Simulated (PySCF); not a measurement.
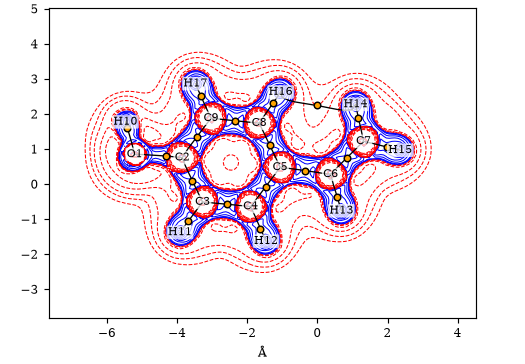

Figure. C8H8O, SMILES `Oc1ccc(C=C)cc1`. Negative Laplacian of the density (−∇²ρ) in the molecular plane (solid blue lines positive, dashed red lines negative, contours at ±0.02 to ±8 a.u.), with bond paths and bond critical points (dots).

PySCF calculation, BP86/cc-pVDZ, gas phase; geometry: GFN2-xTB. No frequency check shows the geometry to be a minimum.

Coordinates in Å:

```
O1      -3.1544    0.1735    0.0021
C2      -1.7983    0.0703    0.0009
C3      -1.2297   -1.2000    0.0025
C4       0.1411   -1.3388    0.0002
C5       0.9890   -0.2280   -0.0028
C6       2.4301   -0.4390   -0.0050
C7       3.3746    0.4945    0.0071
C8       0.4024    1.0374   -0.0043
C9      -0.9694    1.1869   -0.0025
H10     -3.4118    1.1034    0.0015
H11     -1.8805   -2.0599    0.0055
H12      0.5704   -2.3306    0.0021
H13      2.7278   -1.4809   -0.0174
H14      3.1553    1.5484    0.0214
H15      4.4188    0.2328    0.0045
H16      1.0222    1.9203   -0.0080
H17     -1.4062    2.1778   -0.0033
```

Sort the bonds in the plane by the sign of ∇²ρ at their critical points.

Concentrated (∇²ρ < 0): O1–H10 (−2.08 a.u.); C6–C7 (−0.86 a.u.); C3–C4 (−0.75 a.u.); C8–C9 (−0.74 a.u.); C2–C9 (−0.74 a.u.); C2–C3 (−0.75 a.u.); C5–C8 (−0.72 a.u.); C4–C5 (−0.71 a.u.); O1–C2 (−0.38 a.u.); C8–H16 (−1.05 a.u.); C3–H11 (−1.04 a.u.); C4–H12 (−1.04 a.u.); C7–H15 (−1.03 a.u.); C7–H14 (−1.03 a.u.); C6–H13 (−1.02 a.u.); C9–H17 (−0.99 a.u.); C5–C6 (−0.61 a.u.). Depleted (∇²ρ > 0): H14–H16 (+0.04 a.u., H = +0.002).

Where along O1–H10 does the critical point lie?

0.78 Å from O1 and 0.19 Å from H10.
